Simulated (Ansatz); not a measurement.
## Electronic structure of F2HSi (SMILES F[SiH-]F) (charge −1) in real space

Input file:

```
crystal:
  periodic: [false, false, false]
  atoms:
    - {symbol: F, position_ang: [1.264494, 0.640330, -0.345706]}
    - {symbol: Si, position_ang: [-0.041290, -0.411704, -0.475251]}
    - {symbol: F, position_ang: [-1.263547, 0.706011, -0.182970]}
    - {symbol: H, position_ang: [0.040343, -0.934636, 1.003927]}
basis:
  gaussian: {orbitals: "def2-TZVPPD.json"}
total_charge: -1
hamiltonian: {xc: pbe0, dispersion: d4}
output: {orbitals: {seedname: orbitals}}
```

Launched as:

```sh
ansatz run in.yaml --threads 2 --pin off --events-out ev --progress --plain --max-ram 4352MiB
```

Geometry: PBE0-D4/def2-TZVPD; the highest occupied orbital lies above zero, a sign that basis and functional describe the outermost electron poorly.

These are results of RKS PBE0-D4/def2-TZVPPD (Ansatz), not measurements.

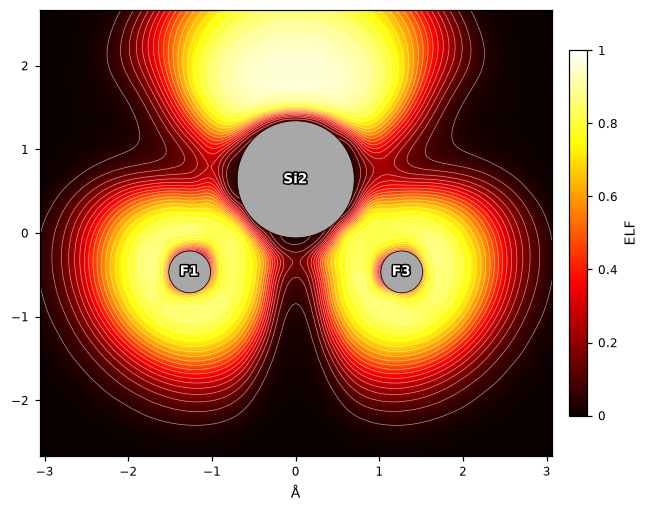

Figure 1. ELF on the plane of atoms F1, Si2 and F3. Grey discs cover the atomic cores.

Q: Interpret the plot.

A:
- The section cuts through F and Si sites.
- Si–F (1.68 Å): the ELF peaks at about 0.85 in the valence shell of F, 0.6 Å from its nucleus, and is about 0.55 at the midpoint.
- The ELF also peaks beside F1, F3 and Si2, away from the bonds: lone-pair regions.

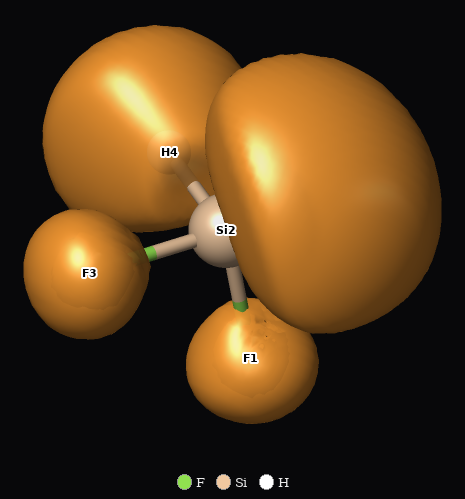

Figure 2. Isosurface of the electron localisation function at 0.8 (orange), seen at an oblique angle. Core shells and regions of very low density are left out.

Q: What do the ELF domains correspond to?

A: At this value the surface marks out one region around a hydrogen nucleus, one lobe on Si, pointing away from the bonds (lone pairs) and two regions wrapped around F (its lone pairs, merged into a ring or cap). Along the contacts the grid gives the following. Si–H (1.57 Å): the ELF climbs to about 1 towards the hydrogen, as it does in any bond to H.

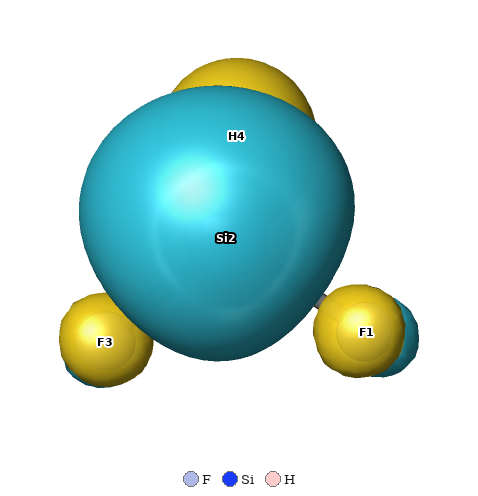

Figure 3. The HOMO at ±0.15 Å⁻³ᐟ² (yellow and cyan are the two phases), seen at a tilt.

Q: Describe this orbital and give its energy.

A: It lies mainly on Si2 (about 75 %) and H4 (about 15 %). Its energy is 0.02 eV.
